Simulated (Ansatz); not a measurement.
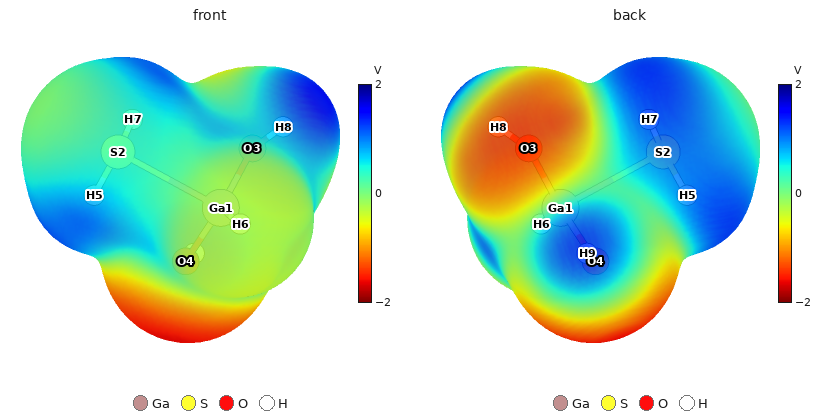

*GaH₅O₂S. The electrostatic potential painted on the density surface at 0.001 e/bohr³, seen from the front and from behind; the colour scale runs from red (negative) to blue (positive).*

The product side of a reaction path; geometry: PBE0-D4/def2-TZVP.

These are results of RKS PBE0-D4/def2-TZVPP (Ansatz), not measurements.

| atom | x (Å) | y (Å) | z (Å) |
| --- | --- | --- | --- |
| Ga | -0.1244 | -0.3362 | 0.8375 |
| S | 0.3837 | 1.9081 | -0.5283 |
| O | 1.1472 | -1.3041 | -0.0116 |
| O | -1.7176 | -0.5332 | 0.0125 |
| H | -0.8473 | 1.7443 | -1.0448 |
| H | -0.0268 | 0.1419 | 2.3132 |
| H | 0.9486 | 1.1039 | -1.4456 |
| H | 1.9131 | -1.5080 | 0.5271 |
| H | -1.6764 | -1.2168 | -0.6600 |

Where is the surface potential most negative and most positive?

Answer. The most negative region (about −1.6 V) lies over O4, the most positive (about +1.5 V) over H8. O4 is the likeliest acceptor of a hydrogen bond.
